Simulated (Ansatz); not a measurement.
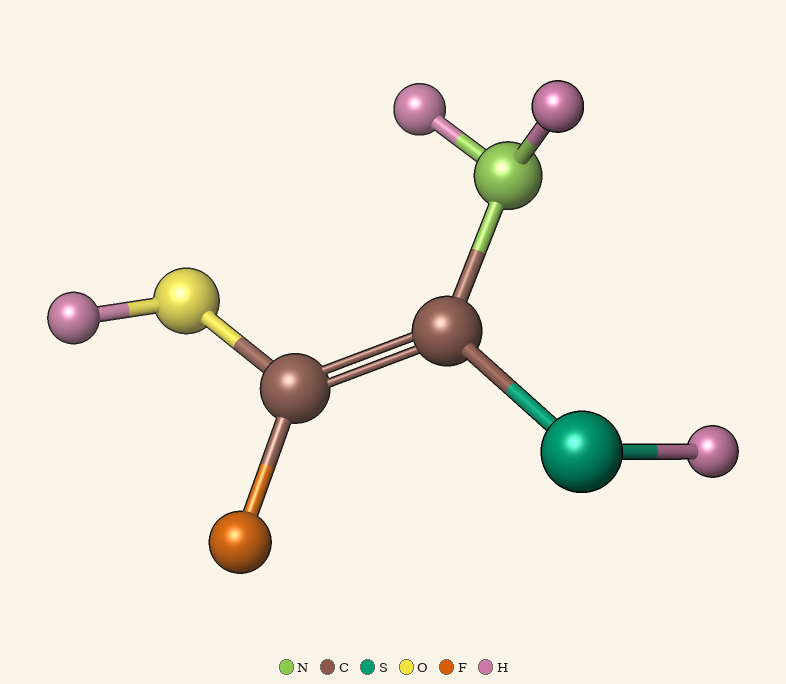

Rendered structure (ball-and-stick style). Multiple sticks mark multiple bonds (one Kekulé form).

The computed structure is the end point of a PBE0-D4/def2-TZVP optimisation.

What does the picture show?

The molecule is C₂H₄FNOS. Its SMILES string is `N/C(S)=C(\O)F`. It has no ring. Among its groups: alkene, thiol, C–F bond. The point group is C1. Coordination: 1 N trigonal pyramidal; 2 C trigonal planar; 1 S bent; 1 O bent.

More results for the same structure follow; atom numbers are the same in all pictures, views and colours differ.

Geometry

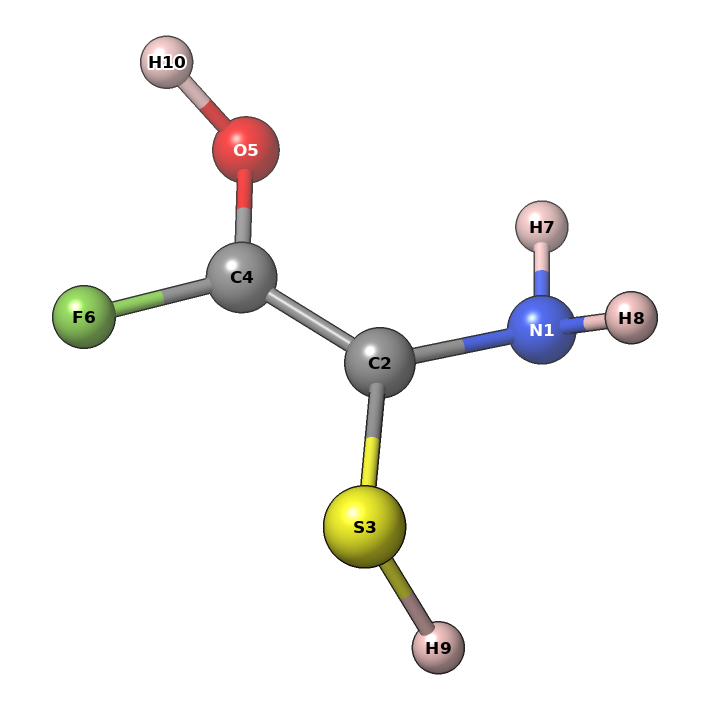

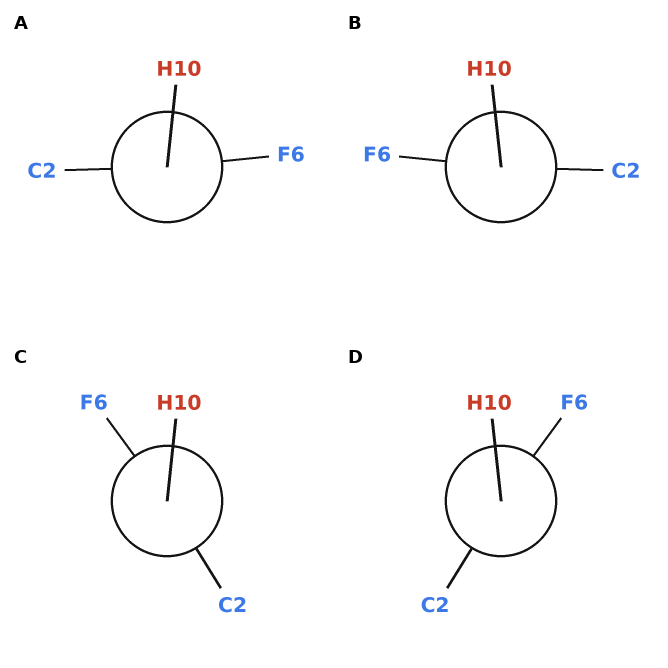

Distant atoms are faded towards the background colour. Bonds that would overlap in a projection are set slightly apart.

> Which Newman projection shows the view along O5–C4, with O5 in front?

D. The torsion angle H10–O5–C4–F6 is 42°, synclinal (gauche).

Thermal motion

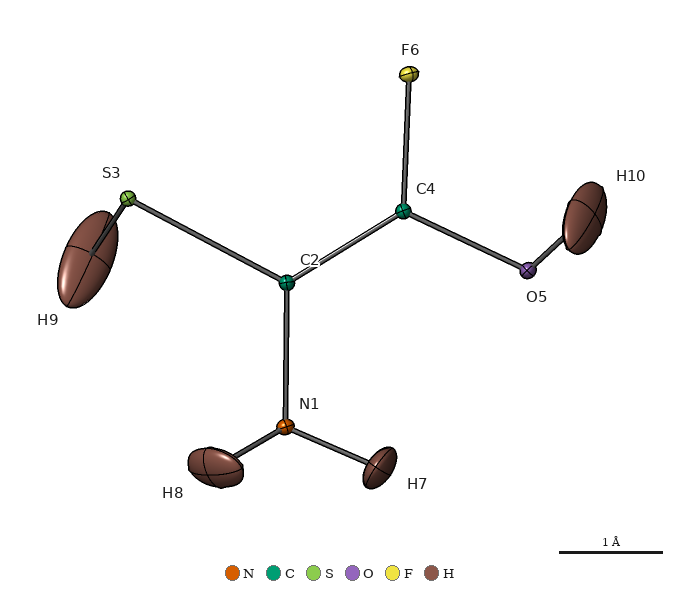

Displacement ellipsoids at the 50 % level, from the internal vibrations of the free molecule (harmonic, no overall translation or rotation; no half-axis is drawn under 0.075 Å). Vibrations computed with RKS PBE0-D4/def2-TZVP (Ansatz 0.2.0). Temperature: 298 K.

Give the displacement parameters, one line for each set of equivalent atoms.

```json
{"atom": "N1", "U_eq (Å²)": "0.0030", "rms amplitudes (Å)": "0.046, 0.057, 0.059"}
{"atom": "C2", "U_eq (Å²)": "0.0025", "rms amplitudes (Å)": "0.035, 0.045, 0.065"}
{"atom": "S3", "U_eq (Å²)": "0.0014", "rms amplitudes (Å)": "0.027, 0.034, 0.047"}
{"atom": "C4", "U_eq (Å²)": "0.0019", "rms amplitudes (Å)": "0.036, 0.038, 0.055"}
{"atom": "O5", "U_eq (Å²)": "0.0036", "rms amplitudes (Å)": "0.036, 0.054, 0.081"}
{"atom": "F6", "U_eq (Å²)": "0.0031", "rms amplitudes (Å)": "0.032, 0.064, 0.065"}
{"atom": "H7", "U_eq (Å²)": "0.0305", "rms amplitudes (Å)": "0.080, 0.148, 0.251"}
{"atom": "H8", "U_eq (Å²)": "0.0283", "rms amplitudes (Å)": "0.085, 0.144, 0.238"}
{"atom": "H9", "U_eq (Å²)": "0.0575", "rms amplitudes (Å)": "0.085, 0.158, 0.374"}
{"atom": "H10", "U_eq (Å²)": "0.0472", "rms amplitudes (Å)": "0.083, 0.150, 0.335"}
```

Levels of theory compared

Program: Ansatz 0.2.0.

Tabulate HOMO–LUMO gap (eV) at these levels: B97M-V/def2-TZVPP; CAM-B3LYP-D4/def2-TZVPP; PBE0-D4/def2-SVP; SPW92 (LDA)/def2-TZVPP; r2SCAN0-D4/def2-TZVPP; ωB97M-V/def2-SVP; ωB97M-V/def2-TZVPP; ωB97X-V/def2-TZVPP.

| level | HOMO–LUMO gap (eV) |
| --- | --- |
| B97M-V/def2-TZVPP | 4.66 |
| CAM-B3LYP-D4/def2-TZVPP | 8.52 |
| PBE0-D4/def2-SVP | 6.54 |
| SPW92 (LDA)/def2-TZVPP | 4.13 |
| r2SCAN0-D4/def2-TZVPP | 6.63 |
| ωB97M-V/def2-SVP | 10.71 |
| ωB97M-V/def2-TZVPP | 10.10 |
| ωB97X-V/def2-TZVPP | 10.60 |

Vibrations

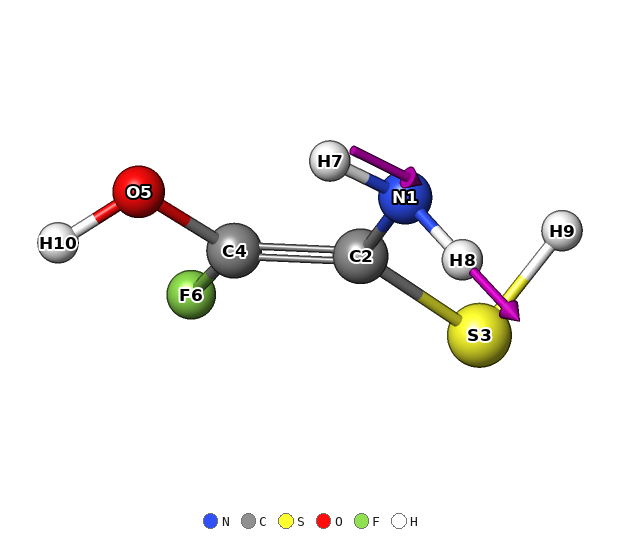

The arrows show one normal mode. Harmonic vibrations computed with RKS PBE0-D4/def2-TZVP (Ansatz 0.2.0) at a stationary point of the same level.

> What kind of motion is it?

Mostly out-of-phase stretching of 2 N–H bonds.

> Estimate its harmonic wavenumber.

3634 cm⁻¹; it is mode 23 of 24 counted from the lowest.

Dipole moment

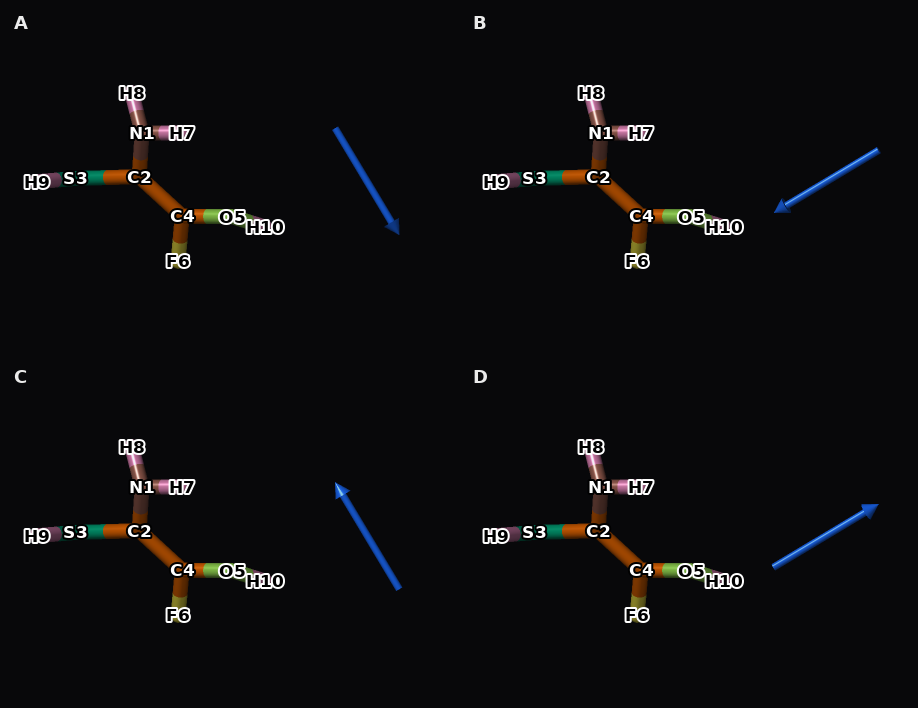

The same molecule four times, each with an arrow. Method: RKS r2SCAN-D4/def2-TZVPP (Ansatz 0.2.0).

> Which arrow points along the dipole moment, from the negative to the positive end?

D. The dipole moment is 2.33 D; it points from the side of H9 to the side of H10 (the outermost atoms at the two ends).
